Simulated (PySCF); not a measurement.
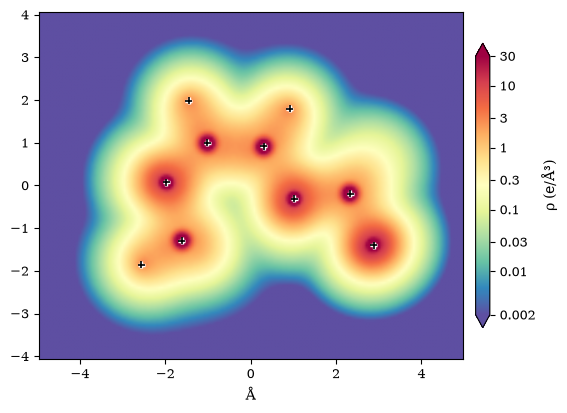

The electron density on a plane through atoms (crosses mark nuclei in the plane).

These are results of PBE0/pcSseg-1, SCF density, gas phase, non-relativistic in PySCF, not measurements.

Candidates:
A. Si3
B. C4H5F3O2 (SMILES CO/C=C\OC(F)(F)F)

### Which system is this?

Candidate B: C4H5F3O2 on the plane of atoms C3, C4 and O5, which holds C, O, F and H. C–O (1.31 Å): ρ at the midpoint is about 2.7 e/Å³. C–F (1.33 Å): the density is about 2.5 e/Å³ at the midpoint.
